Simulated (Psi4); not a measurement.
**SiNH4ClO (SMILES N[SiH](O)Cl): B3LYP/6-31G(d) (spherical functions)**

Aim: the vertical ionisation energy of SiNH4ClO at B3LYP/6-31G* (spherical functions), from 2 runs. 

The calculation is run with Psi4 1.11.

2 further runs of the same task are left out: 2 that didn't finish.

## (1) Starting point

SiNH4ClO: 8 atoms, total charge 0, spin state singlet. As SMILES, `N[SiH](O)Cl`. The coordinates come from a PBE0-D4/def2-TZVP relaxation. This is one conformer, not always the lowest.

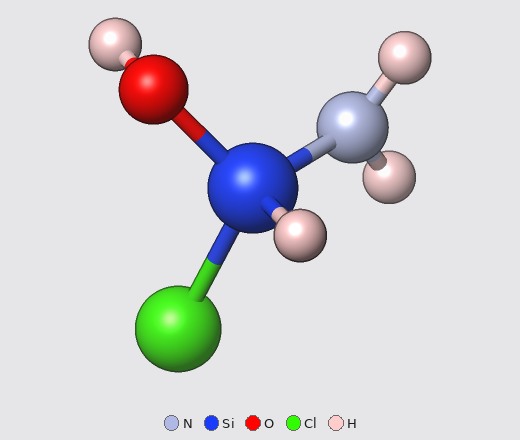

Viewed from a chosen angle; nitrogen light blue, silicon blue, oxygen red, chlorine green, hydrogen pink.

## (2) Energy and gradient at B3LYP/6-31G(d) (spherical functions)

The input, clh4nosi.xyz:

```xyz
8
ClH4NOSi
N     -0.749800     0.885600    -0.289000
Si     0.524400    -0.226200    -0.115300
O      0.551300    -0.861300     1.386900
Cl     0.173100    -1.641600    -1.566900
H     -1.217200     0.998000    -1.172700
H     -0.806900     1.712400     0.283000
H      1.896700     0.277200    -0.308600
H     -0.279500    -1.201200     1.726700
```

The input, run.py:

```python
import psi4

psi4.set_memory(2200000000)
psi4.set_num_threads(1)
psi4.core.set_output_file('clh4nosi.out', False)

with open('clh4nosi.xyz') as f:
    atoms = ''.join(f.readlines()[2:])
mol = psi4.geometry('0 1\n' + atoms + 'symmetry c1\nno_reorient\nno_com')

options = {'basis': '6-31G*', 'reference': 'rks', 'puream': True, 'e_convergence': 1e-09, 'd_convergence': 1e-08, 'scf_type': 'pk', 'dft_radial_points': 99, 'dft_spherical_points': 590}
psi4.set_options(options)

result, w = psi4.gradient('b3lyp', molecule=mol, return_wfn=True)
psi4.oeprop(w, 'MULLIKEN_CHARGES', 'QUADRUPOLE', 'WIBERG_LOWDIN_INDICES')
print('gradient / Eh bohr^-1')
print(result.np.round(6))
print(f'energy = {w.energy():.10f} Eh')
for k, v in sorted(psi4.core.scalar_variables().items()):
    print(f'{k:45s} {v:18.10f}')
```

Command:

```
$ python run.py
```

clh4nosi.out:

```text
[...]
  Running in c1 symmetry.
[...]
  Nuclear repulsion =  228.759091773363366
[...]
  Multiplicity = 1
[...]
  Nalpha       = 25
  Nbeta        = 25
[...]
    Number of basis functions: 72
[...]
   @RKS iter   1:  -881.81055472243952   -5.99993e-03   1.31737e-02 ADIIS/DIIS
[...]
   @RKS iter  11:  -882.18240672392153   -7.95808e-12   9.02712e-09 DIIS
[...]
    Orbital Energies [Eh]
    ---------------------
    Doubly Occupied:
       1A   -101.507142     2A    -66.179633     3A    -19.152632
       4A    -14.318470     5A     -9.442368     6A     -7.202461
       7A     -7.196936     8A     -7.196701     9A     -5.330715
      10A     -3.691426    11A     -3.689085    12A     -3.687238
      13A     -1.017062    14A     -0.866268    15A     -0.816484
      16A     -0.573028    17A     -0.511927    18A     -0.490912
      19A     -0.418860    20A     -0.400838    21A     -0.359762
      22A     -0.341202    23A     -0.317377    24A     -0.315365
      25A     -0.274402
[...]
  @RKS Final Energy:  -882.18240672392153
   => Energetics <=
    Nuclear Repulsion Energy =            228.7590917733633660
    One-Electron Energy =               -1673.1303468483833967
    Two-Electron Energy =                 615.7035826317683131
    DFT Exchange-Correlation Energy =     -53.5147342806697424
    Empirical Dispersion Energy =           0.0000000000000000
    VV10 Nonlocal Energy =                  0.0000000000000000
    Total Energy =                       -882.1824067239215310
[...]
  -Total Gradient:
     Atom            X                  Y                   Z
    ------   -----------------  -----------------  -----------------
       1        0.004945541165    -0.001165935164     0.000255591905
       2       -0.007948721144    -0.005711497282     0.003337923101
       3       -0.008364316298     0.002253395937    -0.009204817863
       4        0.001253743343     0.006499660745     0.007134460350
       5        0.002884642755    -0.001080456795     0.004252260440
       6        0.000273913067    -0.004309022059    -0.002828372684
       7       -0.000598317143     0.000639168786     0.000083808877
       8        0.007553920341     0.002880580202    -0.003035527793
[...]
 Multipole Moments:
 ------------------------------------------------------------------------------------
     Multipole            Electronic (a.u.)      Nuclear  (a.u.)        Total (a.u.)
 ------------------------------------------------------------------------------------
 L = 1.  Multiply by 2.5417464519 to convert [e a0] to [Debye]
 Dipole X            :        -17.7862569           17.0816124           -0.7046446
 Dipole Y            :         57.5099384          -56.6517216            0.8582168
 Dipole Z            :         35.5651356          -35.2450930            0.3200426
 Magnitude           :                                                    1.1556328
 L = 2.  Multiply by 1.3450342976 to convert [e a0^2] to [Debye ang]
 Quadrupole XX       :        -87.7670902           59.0455029          -28.7215873
 Quadrupole XY       :         59.7947992          -59.5412368            0.2535624
[...]
  Mulliken Charges: (a.u.)
   Center  Symbol    Alpha    Beta     Spin     Total
       1     N     3.92843  3.92843  0.00000 -0.85685
       2    SI     6.60545  6.60545  0.00000  0.78910
       3     O     4.33774  4.33774  0.00000 -0.67548
       4    CL     8.64561  8.64561  0.00000 -0.29121
       5     H     0.32815  0.32815  0.00000  0.34369
       6     H     0.33078  0.33078  0.00000  0.33845
       7     H     0.54064  0.54064  0.00000 -0.08128
       8     H     0.28321  0.28321  0.00000  0.43358
   Total alpha = 25.00000, Total beta = 25.00000, Total charge =  0.00000
[...]
```

Standard output:

```text
gradient / Eh bohr^-1
[[ 4.946e-03 -1.166e-03  2.560e-04]
 [-7.949e-03 -5.711e-03  3.338e-03]
 [-8.364e-03  2.253e-03 -9.205e-03]
 [ 1.254e-03  6.500e-03  7.134e-03]
 [ 2.885e-03 -1.080e-03  4.252e-03]
 [ 2.740e-04 -4.309e-03 -2.828e-03]
 [-5.980e-04  6.390e-04  8.400e-05]
 [ 7.554e-03  2.881e-03 -3.036e-03]]
energy = -882.1824067239 Eh
CURRENT ENERGY                                   -882.1824067239
CURRENT REFERENCE ENERGY                         -882.1824067239
DD SOLVATION ENERGY                                 0.0000000000
DFT FUNCTIONAL TOTAL ENERGY                      -882.1824067239
DFT TOTAL ENERGY                                 -882.1824067239
DFT VV10 ENERGY                                     0.0000000000
DFT XC ENERGY                                     -53.5147342807
GRID ELECTRONS ALPHA                               25.0000000472
GRID ELECTRONS BETA                                25.0000000472
GRID ELECTRONS TOTAL                               50.0000000943
NUCLEAR REPULSION ENERGY                          228.7590917734
ONE-ELECTRON ENERGY                             -1673.1303468484
PCM POLARIZATION ENERGY                             0.0000000000
PE ENERGY                                           0.0000000000
SCF ITERATION ENERGY                             -882.1824067239
SCF ITERATIONS                                     11.0000000000
SCF TOTAL ENERGY                                 -882.1824067239
TWO-ELECTRON ENERGY                               615.7035826318
XC GRID RADIAL POINTS                              99.0000000000
XC GRID SPHERICAL POINTS                          590.0000000000
XC GRID TOTAL POINTS                           442358.0000000000
```

It took 25 s on 1 thread of Intel Xeon Platinum 8259CL at 2.50GHz (Skylake/Cascade Lake), shared host; peak memory 1.1 GiB.

## (3) The doublet cation, same level

The input, calc.in:

```
memory 2.2 GB

molecule molecule1 {
  1 2
  N
  Si 1 1.699958
  O 2 1.631159 1 111.16815
  Cl 2 2.057647 3 112.62392 1 -116.84752
  H 1 1.005993 2 120.73598 3 -147.44535
  H 1 1.006997 5 112.38893 2 154.29842
  H 2 1.474444 3 103.78735 1 127.15508
  H 3 0.959805 2 116.72124 7 176.43377
  symmetry c1
}

set basis 6-31G*
set reference uks
set puream true
set e_convergence 1e-09
set d_convergence 1e-08
set scf_type pk
set dft_radial_points 99
set dft_spherical_points 590
set maxiter 100

energy_value, wavefunction = gradient("b3lyp", return_wfn=True)
oeprop(wavefunction, "MULLIKEN_CHARGES", "LOWDIN_CHARGES", "WIBERG_LOWDIN_INDICES", title="B3LYP")
print_variables()
```

Command:

```
$ psi4 calc.in calc.out -n 1
```

calc.out, shortened:

```text
[...]
  Running in c1 symmetry.
[...]
  Nuclear repulsion =  228.759090327484358
[...]
  Multiplicity = 2
[...]
  Nalpha       = 25
  Nbeta        = 24
[...]
    Number of basis functions: 72
[...]
   @UKS iter   1:  -881.37630735238065    4.28247e-01   1.32044e-02 DIIS/ADIIS
[...]
   @UKS iter  21:  -881.80828200018982   -7.27596e-12   3.87559e-09 DIIS
[...]
   @S^2 Observed:                7.562090504E-01
[...]
  @UKS Final Energy:  -881.80828200018982
   => Energetics <=
    Nuclear Repulsion Energy =            228.7590903274843583
    One-Electron Energy =               -1661.0718042440339559
    Two-Electron Energy =                 603.7313899010923706
    DFT Exchange-Correlation Energy =     -53.2269579847325573
    Empirical Dispersion Energy =           0.0000000000000000
    VV10 Nonlocal Energy =                  0.0000000000000000
    Total Energy =                       -881.8082820001898199
[...]
 Multipole Moments:
 ------------------------------------------------------------------------------------
     Multipole            Electronic (a.u.)      Nuclear  (a.u.)        Total (a.u.)
 ------------------------------------------------------------------------------------
 L = 1.  Multiply by 2.5417464519 to convert [e a0] to [Debye]
 Dipole X            :          3.0256735           -4.0010597           -0.9753862
 Dipole Y            :          2.0240994           -2.3994612           -0.3753618
 Dipole Z            :          1.4606679           -3.7787573           -2.3180894
 Magnitude           :                                                    2.5427963
[...]
  -Total Gradient:
     Atom            X                  Y                   Z
    ------   -----------------  -----------------  -----------------
       1        0.012408370727    -0.007150065503     0.025898431397
       2       -0.015396416877     0.001826262818    -0.070597438941
       3        0.004084592907    -0.007025445205     0.005974124477
       4        0.002715827839    -0.000235144564     0.002822565737
       5       -0.014358575275    -0.007077053849     0.013844939276
       6        0.011564989818     0.009115775903     0.011660745017
       7        0.007443422331    -0.004295981261     0.009661869934
       8       -0.008465565061     0.014847381711     0.000730433459
[...]
  Mulliken Charges: (a.u.)
   Center  Symbol    Alpha    Beta     Spin     Total
       1     N     4.16300  3.42073  0.74226 -0.58373
[...]
```

Run time: 50 s. Hardware: 1 thread of Intel Xeon Platinum 8259CL at 2.50GHz (Skylake/Cascade Lake), shared host; peak memory 1.1 GiB.

## (4) What came out

At B3LYP/6-31G* (spherical functions):

| quantity | value |
| --- | --- |
| singlet SiNH4ClO: total energy | -882.18241 Eh |
| singlet SiNH4ClO: dipole moment | 2.94 D |
| singlet SiNH4ClO: HOMO energy | -7.47 eV |
| singlet SiNH4ClO: LUMO energy | 1.19 eV |
| singlet SiNH4ClO: HOMO–LUMO gap | 8.65 eV |
| singlet SiNH4ClO: largest force on an atom | 0.650 eV/Å |
| doublet cation: total energy | -881.80828 Eh |
| doublet cation: HOMO energy (highest over α and β) | -14.16 eV |
| doublet cation: LUMO energy (lowest over α and β) | -12.75 eV |
| doublet cation: ⟨S²⟩ | 0.756 |
| doublet cation: largest force on an atom | 3.717 eV/Å |
| vertical ionisation energy (to the doublet cation) | 10.180 eV |

In words: The vertical ionisation energy comes to 10.18 eV (982 kJ/mol). The largest force (singlet SiNH4ClO) is 0.65 eV/Å: the shape isn't a stationary point for this species at this level. The negative HOMO energy of the first species, 7.47 eV, lies 2.71 eV below that difference. Mulliken charges (singlet SiNH4ClO) run from -0.86 on N1 to +0.79 on Si2; they depend strongly on the basis.
